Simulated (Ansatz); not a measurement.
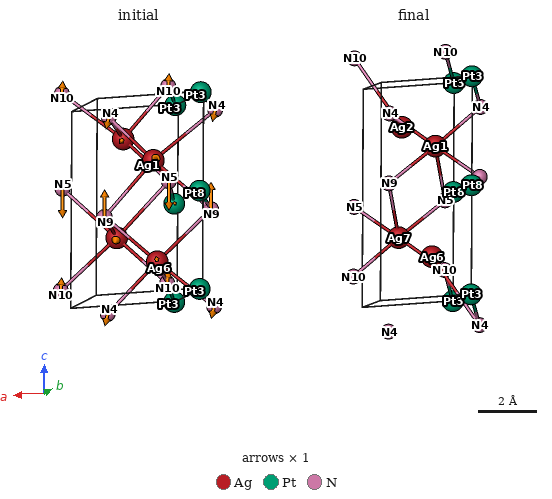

The structure of a crystal of Ag₂PtN₂ (built on the K2NiO2-139 type type) before (left) and after (right) a relaxation, at one scale. The orange arrows give the displacements (the part carried along by the change of the cell is left out), at their true length.

A ball-and-stick model of the cell of the calculation, reduced to other axes, seen from a free direction. Lengths and directions refer to the drawn axes.

Case: shaken.

All numbers below come from DFT, PBEsol, plane waves, PAW in Ansatz 0.2.0. (plane-wave cutoff 420 eV; k-point mesh 6 × 6 × 6; occupations fermi dirac; smearing width 0.05 eV; no spin polarisation; cell and atoms relaxed; force threshold 0.01 eV/Å; at most 120 steps)

### Describe what moved and what it gained.

The run was cut off at its time limit before the relaxation converged, so the last structure is only a point on the way. The energy falls by 1.301 eV per cell of the calculation in 20 accepted moves (23 points after the start). The largest force component goes from 3.2 to 0.26 eV/Å. The pressure goes from 5.45 to 0.08 GPa. The line search rejected the trial steps at points 6, 15, 21 of the run. The largest move relative to the cell is that of N5, 1.05 Å along [0 −1 −3]. By element the largest moves are N 1.05 Å, Ag 0.57 Å, Pt 0.11 Å. The drawn cell changes as follows: a 3.741 → 3.200 Å (−14.5 %), b 5.823 → 5.890 Å (+1.1 %), c 7.387 → 8.212 Å (+11.2 %), α 108.1° → 110.8°, β 90.3° → 90.1°, γ 108.4° → 106.1°; the volume changes by −4.1 %. Some distances before and after: Ag2–N5 2.598 → 3.443 Å, Ag1–N4 2.875 → 2.097 Å, Ag6–N9 2.800 → 3.460 Å, Ag7–N10 2.752 → 2.093 Å. Bonds break, among them: Ag2–N5 (2.60 → 3.44 Å). Bond angles that change, for instance: Ag7–N9–Pt8 178.1° → 114.4°, Ag1–N5–Pt8 170.0° → 114.4°, Ag1–N9–Pt8 78.6° → 116.1°. The space group stays P1 (No. 1).
